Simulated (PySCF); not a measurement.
System: C₃H₇FN (SMILES N[CH]CCF) (doublet).

```yaml
atoms:
  - { symbol: N, position_ang: [1.7652, 0.5233, -0.2376] }
  - { symbol: C, position_ang: [0.8968, -0.5719, -0.1971] }
  - { symbol: C, position_ang: [-0.3550, -0.4431, 0.5895] }
  - { symbol: C, position_ang: [-1.4660, 0.3256, -0.1515] }
  - { symbol: F, position_ang: [-1.9277, -0.4102, -1.2150] }
  - { symbol: H, position_ang: [1.8650, 0.9983, 0.6502] }
  - { symbol: H, position_ang: [2.6555, 0.3269, -0.6716] }
  - { symbol: H, position_ang: [0.8900, -1.1821, -1.0835] }
  - { symbol: H, position_ang: [-0.1618, 0.0934, 1.5223] }
  - { symbol: H, position_ang: [-0.7430, -1.4360, 0.8286] }
  - { symbol: H, position_ang: [-2.3293, 0.5068, 0.4985] }
  - { symbol: H, position_ang: [-1.0886, 1.2683, -0.5589] }
```

Geometry: GFN2-xTB.

Computed with UKS B3LYP, pcH-1 on C F H N, non-relativistic, mean-field spin-orbit, GIAO (PySCF).

### Predict the electron density, electron localisation function and spin density between the atoms.

C–N (1.40 Å): ρ at the midpoint is about 2.1 e/Å³; the ELF peaks at about 0.90 between the atoms (localised, covalent bonding).
C–C (1.48 Å): ρ is about 1.8 e/Å³ halfway; the ELF peaks at about 0.95 between the atoms (a shared electron pair).
N–H (1.01 Å): the density is about 2.9 e/Å³ at the midpoint; the ELF climbs to about 1 towards the hydrogen, as it does in any bond to H: a covalent bond by its length.
The unpaired spin (1 electron) lies mostly on C2 (about 0.6) and N1 (about 0.2), in electrons by Hirshfeld's partition.

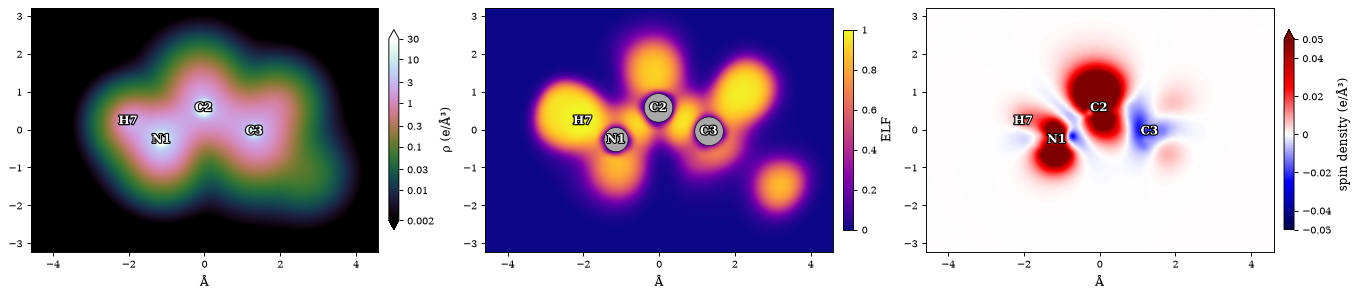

Computed electron density, electron localisation function and spin density on the plane of atoms C2, N1 and H7, in this order. Grey discs cover the atomic cores in the ELF map. 
